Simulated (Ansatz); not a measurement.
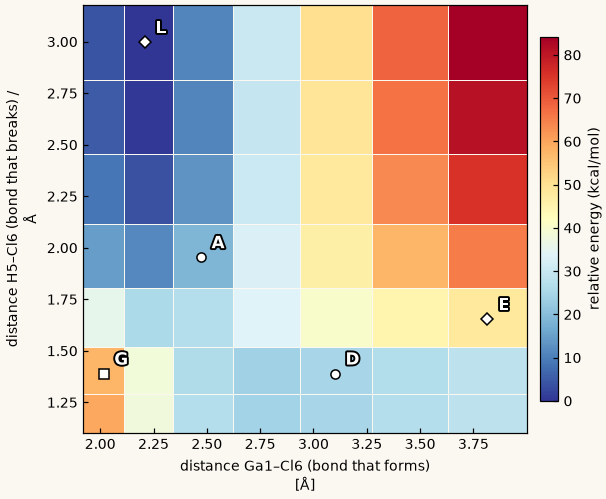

The reacting system ClGaH₄ (fragments GaH₃ + ClH where the first distance is long, ClGaH₂ + H₂ where the second is long). 
- The first coordinate is: distance Ga1–Cl6 (bond that forms); the second: distance H5–Cl6 (bond that breaks).
- Relaxed at each point: all other coordinates.
- The scan uses a 7 × 7 grid.
- Points are written as (first, second).
- Energies are in kcal/mol, from the lowest grid point.
- Energies and slopes of some neighbouring points disagree (a jump in structure or state, or too coarse a mesh). The reference is spin-restricted, so regions where a bond is pulled apart into radicals lie too high.
- The calculation used Ansatz 0.2.0, RKS wB97X-V/def2-SVP.

Drawn: one coloured cell a grid point, lettered points.

Rank the lettered points by energy, lowest first.

L (0 kcal/mol), A (18 kcal/mol), D (25 kcal/mol), E (48 kcal/mol), G (58 kcal/mol).
